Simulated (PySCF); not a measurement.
**M11-L-D3(0)/x2c-SVPall (sfX2C) run of C8H6BF3Se (SMILES CC#CB1C=CC=C(C(F)(F)F)[Se]1)**

Aim: the electrostatic solvation energy at fixed shape (COSMO, water) of C8H6BF3Se at M11-L-D3(0)/x2c-SVPall (sfX2C), from 2 runs. 

Program for the calculation: PySCF 2.14.0.

1 further run of the same task is left out (set aside as unsound or not needed).

### Step 1. The system as given

The species is C8H6BF3Se (19 atoms), meant as a singlet with charge 0. As SMILES, `CC#CB1C=CC=C(C(F)(F)F)[Se]1`. Geometry: a GFN2-xTB relaxation, a rough one for these elements and not checked as a minimum.

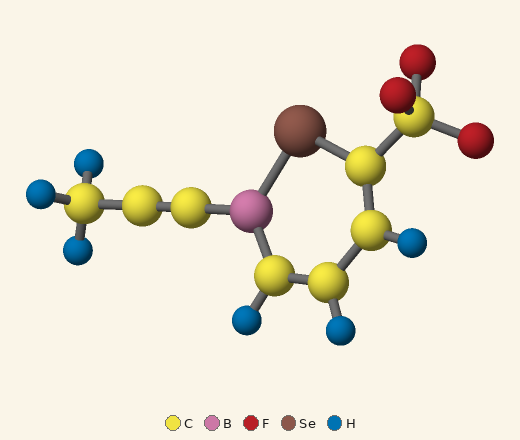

The structure, seen from a chosen angle (carbon yellow, boron pink, fluorine red, selenium brown, hydrogen blue).

### Step 2. Localised orbitals at M11-L-D3(0)/x2c-SVPall (sfX2C)

input.py reads:

```python
import numpy
from pyscf import gto, dft, lo

system = gto.M(
    atom='''
C   -4.691370   0.539980   0.007390
C   -3.265670   0.318170  -0.005360
C   -2.071410   0.132400  -0.011400
B   -0.592080  -0.120970  -0.016380
C   -0.009070  -1.527790  -0.007130
C    1.316260  -1.833670  -0.003080
C    2.371230  -0.884390  -0.009600
C    2.215590   0.463920  -0.031270
C    3.433200   1.334320   0.000980
F    4.453100   0.840000  -0.718430
F    3.908390   1.497310   1.251970
F    3.194080   2.567540  -0.470330
Se   0.600050   1.392940  -0.033100
H   -4.930800   1.477850  -0.493630
H   -5.044170   0.591640   1.037610
H   -5.204180  -0.277700  -0.499210
H   -0.692390  -2.369090  -0.000920
H    1.626540  -2.871230   0.006930
H    3.382720  -1.271230  -0.005040
''',
    basis='x2c-svpall',
    verbose=3,
    max_memory=9920,
    spin=0,
    charge=0,
)

calc0 = dft.RKS(system, xc='m11-l')
calc0 = calc0.sfx2c1e()
calc0.disp = 'd3zero'
calc0.kernel()

e_final = calc0.e_tot
print('E = %.10f Eh' % e_final)
occ = calc0.mo_coeff[:, 0:system.nelec[0]]
loc = lo.PM(system, occ).kernel()
r1 = numpy.einsum('xij,ip,jp->px', system.intor('int1e_r'), loc, loc)
spread = numpy.einsum('ij,ip,jp->p', system.intor('int1e_r2'), loc, loc) - (r1 ** 2).sum(1)
centres = r1 * 0.529177
print('orbital  centre (A)  spread (bohr^2)')
for i, (c, s) in enumerate(zip(centres, spread), 1):
    print('%3d %9.4f %9.4f %9.4f %9.4f' % (i, *c, s))
```

Command:

```bash
$ OMP_NUM_THREADS=8 python input.py
```

Output, shortened:

```text
converged SCF energy = -3061.68370215692
E = -3061.6837021569 Eh
orbital  centre (A)  spread (bohr^2)
  1    0.6000    1.3929   -0.0331    0.0026
  2    0.6001    1.3929   -0.0331    0.0451
  3    0.6002    1.3934   -0.0331    0.0358
  4    0.6000    1.3929   -0.0331    0.0358
  5    0.6002    1.3931   -0.0331    0.0358
  6    4.4526    0.8403   -0.7180    0.0407
  7    3.1942    2.5669   -0.4701    0.0407
  8    3.9082    1.4973    1.2513    0.0407
  9    3.4332    1.3343    0.0010    0.0969
 10    2.2156    0.4639   -0.0313    0.0971
 11    2.3712   -0.8844   -0.0096    0.0972
 12    1.3163   -1.8336   -0.0031    0.0971
 13   -4.6913    0.5400    0.0074    0.0971
 14   -3.2657    0.3182   -0.0054    0.0971
 15   -0.0090   -1.5278   -0.0071    0.0971
 16   -2.0714    0.1324   -0.0114    0.0971
 17    0.5980    1.3959   -0.0318    0.3734
 18   -0.5920   -0.1209   -0.0164    0.1408
 19    0.6048    1.3964   -0.0329    0.3991
 20    0.5988    1.3912   -0.0335    0.3983
 21    0.6001    1.3930   -0.0334    0.3988
 22    0.5978    1.3942   -0.0332    0.5071
 23    0.6006    1.3901   -0.0331    0.5011
 24    0.6001    1.3929   -0.0334    0.5003
 25    0.5993    1.3932   -0.0340    0.5005
 26    0.6000    1.3932   -0.0328    0.4993
 27    3.2737    2.1346   -0.3061    1.3938
[... 20 lines of this table left out ...]
 48   -4.8242    1.1434   -0.3175    2.7443
 49    3.9155    1.5074    1.1996    1.9005
 50    3.2047    2.5286   -0.4523    1.8856
 51    4.4324    0.8725   -0.6855    1.8986
 52    2.8091    0.9060   -0.0207    2.1277
 53   -0.2505   -0.9031   -0.0120    2.6565
 54    2.1800   -0.2340   -0.0273    6.7554
 55    0.0869    0.7246   -0.0218    3.8091
 56   -2.6544    0.1961   -0.0080    5.1163
 57   -2.5198    0.1996   -0.0087    5.5763
 58    0.6201   -1.5092   -0.0064    6.9968
 59    4.6138    0.7357   -0.8514    1.1602
 60    0.5898    1.0654   -0.0316    8.5933
```

Run time: 55 s. Hardware: 8 threads of Intel Xeon 6975P-C (Granite Rapids), shared host; peak memory 3.5 GiB.

### Step 3. Localised orbitals at M11-L-D3(0)/x2c-SVPall (sfX2C, COSMO water)

input.py: that of step 2 with these lines changed.

```diff
@@ -1,3 +1,3 @@
 import numpy
-from pyscf import gto, dft, lo
+from pyscf import gto, dft, lo, solvent
 
@@ -25,17 +25,20 @@
 ''',
-    basis='x2c-svpall',
+    spin=0,
     verbose=3,
     max_memory=9920,
-    spin=0,
-    charge=0,
+    basis='x2c-svpall',
 )
 
-calc0 = dft.RKS(system, xc='m11-l')
-calc0 = calc0.sfx2c1e()
-calc0.disp = 'd3zero'
-calc0.kernel()
+mf = dft.RKS(system)
+mf.xc = 'm11-l'
+mf = mf.x2c()
+mf = mf.PCM()
+mf.with_solvent.method = 'COSMO'
+mf.with_solvent.eps = 78.3553
+mf.disp = 'd3zero'
+mf.kernel()
 
-e_final = calc0.e_tot
-print('E = %.10f Eh' % e_final)
-occ = calc0.mo_coeff[:, 0:system.nelec[0]]
+e_tot = mf.e_tot
+print(f'total energy: {e_tot:.8f} hartree')
+occ = mf.mo_coeff[:, 0:system.nelec[0]]
 loc = lo.PM(system, occ).kernel()
```

Command:

```bash
$ OMP_NUM_THREADS=8 python input.py
```

Output, shortened:

```text
WARN: PCM is an experimental feature. It is still in testing.
Features and APIs may be changed in the future.

converged SCF energy = -3061.69117465114
total energy: -3061.69117465 hartree
orbital  centre (A)  spread (bohr^2)
  1    0.6001    1.3929   -0.0331    0.0026
  2    0.6001    1.3930   -0.0331    0.0457
  3    0.5995    1.3941   -0.0331    0.0360
  4    0.6000    1.3929   -0.0331    0.0358
  5    0.6005    1.3932   -0.0331    0.0359
  6    3.1942    2.5670   -0.4701    0.0407
  7    4.4526    0.8403   -0.7181    0.0407
  8    3.9082    1.4973    1.2513    0.0407
  9    3.4332    1.3343    0.0010    0.0969
 10    2.2156    0.4639   -0.0313    0.0971
 11    2.3712   -0.8844   -0.0096    0.0972
 12    1.3163   -1.8336   -0.0031    0.0971
 13   -4.6913    0.5400    0.0074    0.0971
 14   -3.2657    0.3182   -0.0054    0.0971
 15   -0.0090   -1.5278   -0.0071    0.0971
 16   -2.0714    0.1324   -0.0114    0.0971
 17    0.6043    1.3900   -0.0330    0.3740
 18   -0.5920   -0.1209   -0.0164    0.1408
 19    0.5946    1.3993   -0.0331    0.3990
 20    0.6003    1.3991   -0.0331    0.3981
 21    0.6001    1.3933   -0.0332    0.3988
 22    0.6018    1.3938   -0.0331    0.5068
 23    0.5986    1.3866   -0.0331    0.5002
 24    0.6001    1.3929   -0.0331    0.5003
 25    0.6002    1.3915   -0.0331    0.5002
 26    0.6000    1.3929   -0.0331    0.4994
 27    3.2744    2.1362   -0.3062    1.3893
[... 20 lines of this table left out ...]
 48    3.2037    2.5292   -0.4529    1.8787
 49    3.8920    1.4910    1.2136    1.7792
 50   -4.8830    0.5677    0.6656    2.8569
 51   -4.8174    1.1380   -0.3151    2.7723
 52   -0.4543   -2.0726   -0.0033    2.6043
 53    0.0881    0.7276   -0.0222    3.8068
 54    2.1821   -0.2142   -0.0292    6.7402
 55    1.8435   -1.3423   -0.0060    2.1979
 56   -2.6432    0.1972   -0.0081    5.1126
 57   -2.5064    0.1974   -0.0088    5.5802
 58    0.6150   -1.5039   -0.0064    7.0384
 59    4.4323    0.8717   -0.6863    1.8917
 60    0.5866    1.0751   -0.0311    8.5462
```

Wall time 76 s (8 threads of Intel Xeon 6975P-C (Granite Rapids), shared host); peak memory 3.9 GiB.

### Step 4. What came out

At M11-L-D3(0)/x2c-SVPall (sfX2C):

```
                                        quantity           value
                         gas phase: total energy  -3061.68370 Eh
                        gas phase: dipole moment          3.81 D
                          gas phase: HOMO energy        -6.46 eV
                          gas phase: LUMO energy        -3.30 eV
                        gas phase: HOMO–LUMO gap         3.17 eV
                    gas phase: dispersion energy   -20.21 kJ/mol
                      COSMO, water: total energy  -3061.69117 Eh
                     COSMO, water: dipole moment          4.61 D
                       COSMO, water: HOMO energy        -6.46 eV
                       COSMO, water: LUMO energy        -3.28 eV
                     COSMO, water: HOMO–LUMO gap         3.18 eV
                 COSMO, water: dispersion energy   -20.21 kJ/mol
        COSMO, water: solvent term in the energy    -23.0 kJ/mol
energy change from gas to solvent at fixed shape       -0.203 eV
```

**Reading.** The solvent model (COSMO, water) lowers the energy by 0.20 eV (−4.7 kcal/mol) at the same shape. It holds the electrostatic part alone, without cavity or dispersion terms. Mulliken charges (gas phase) run from -0.59 on C3 to +1.03 on C9.
